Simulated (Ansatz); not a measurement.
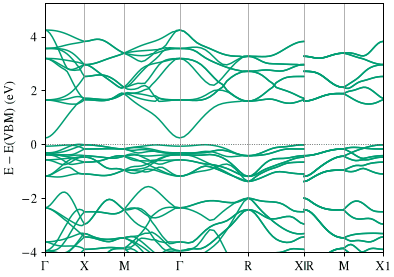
Fig. 1. Band structure from DFT-PBEsol in the program Ansatz with PAW potentials

Problem. Read off the gap and where the band edges lie.

Solution. About 0.2 eV (0.24 eV by a search for the band edges); maximum on the Γ–X line, 86 % of the way from Γ, minimum at Γ.

The material is FeS₂ in space group Pa-3 (No. 205; Fe on 4a, S on 8c).

The PBEsol relaxation kept the symmetry of its start; of distortions, only those at the zone centre were tested. The workflow began spin-polarised and lost its moments.

Potentials: the later of the program's two PAW sets.
